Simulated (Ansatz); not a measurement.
```xyz
11

N    -1.4866   -0.0106   -1.6505
Si    0.1698   -0.2704   -1.1157
Si    1.2131   -0.4802   -3.2077
O    -0.0857   -0.3840   -4.2221
F     1.9232   -1.9383   -3.3096
H    -2.2380   -0.3065   -1.0328
H    -1.7153    0.9043   -2.0329
H     0.7250    0.7933   -0.2237
H     0.1680   -1.5521   -0.3590
H     2.2350    0.5015   -3.6366
H    -0.9169   -0.5563   -3.7481
```

These are results of Ansatz 0.2.0, RKS CAM-B3LYP-D4/def2-SVP, not measurements.

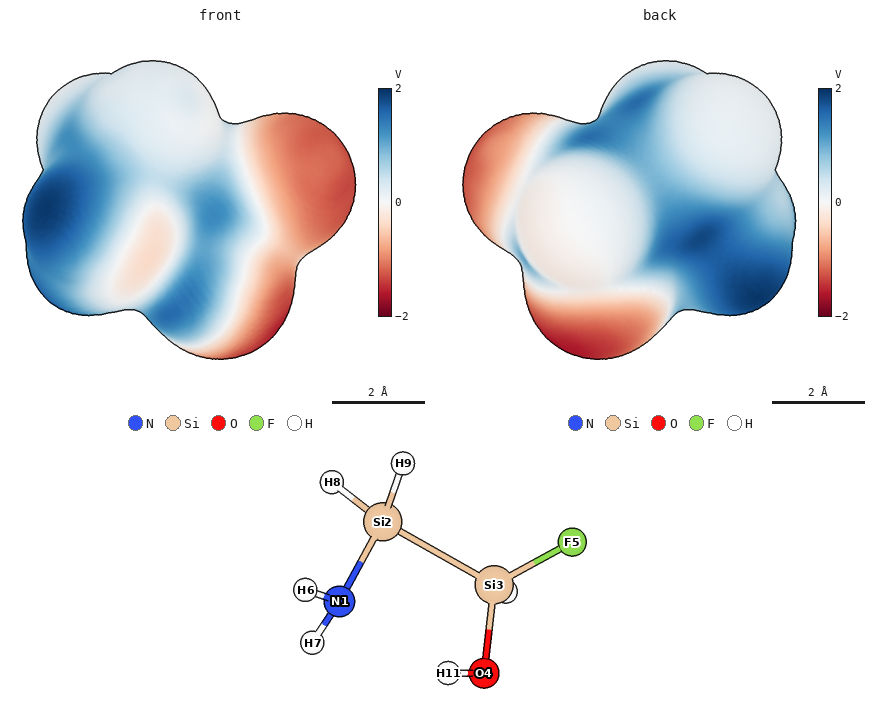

FH6NOSi2 (SMILES N[SiH2][SiH](O)F). The electrostatic potential painted on the density surface at 0.002 e/bohr³, seen from the front and from behind; the colour scale runs from red (negative) to blue (positive). The bare structure is drawn below in the same view.

Q: Where is the surface potential most negative and most positive?

A: The most negative region (about −1.6 V) lies over O4, the most positive (about +1.9 V) over H6 and H7. O4 is the likeliest acceptor of a hydrogen bond.
